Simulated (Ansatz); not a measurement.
```xyz
3

Sn   -0.9893    0.2829    1.1143
Sn    1.2989   -0.7244   -0.2988
O    -0.3096    0.4416   -0.8154
```

Geometry: PBE-D4/def2-TZVP; core potentials replace the inner electrons of Sn; not at a stationary point (largest force 0.8 eV/Å).

Method: RKS PBE0-D4/def2-TZVP in Ansatz.

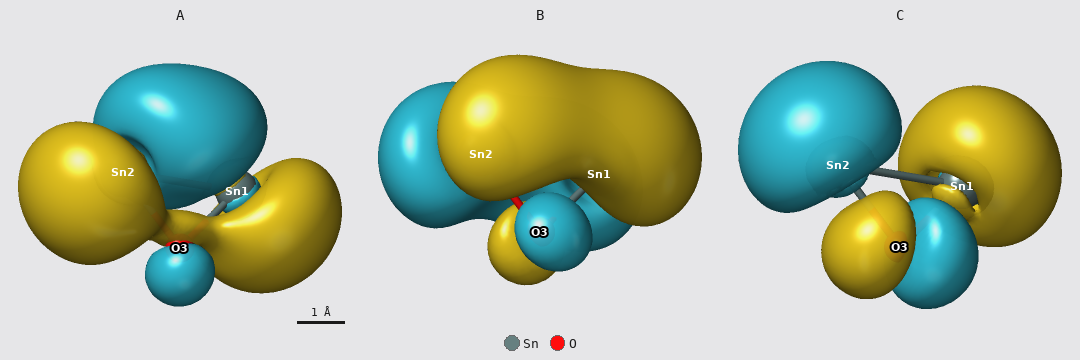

OSn2. Three frontier orbitals at ±0.06 Å⁻³ᐟ² (yellow and cyan are the two phases), in no order.

Question: Which picture is the HOMO−1, the HOMO and the LUMO?

Answer: C is the HOMO−1 (−7.87 eV). Its weight (Hirshfeld) is mainly on O3 (about 40 %), Sn1 (about 30 %) and Sn2 (about 30 %); it is symmetric in the molecular plane (an in-plane orbital: σ, lone-pair or in-plane π type). A is the HOMO (−4.81 eV). Its weight (Hirshfeld) is mainly on Sn1 (about 45 %), Sn2 (about 45 %) and O3 (about 5 %); it is symmetric in the molecular plane (an in-plane orbital: σ, lone-pair or in-plane π type). B is the LUMO (−2.76 eV). Its weight (Hirshfeld) is mainly on Sn1 (about 45 %), Sn2 (about 45 %) and O3 (about 15 %); it changes sign across the molecular plane (π type); π-bonding across Sn1–Sn2; π-antibonding (a node) across Sn1–O3 and Sn2–O3.

Question: What is the HOMO–LUMO gap?

Answer: 2.05 eV between the orbital energies.
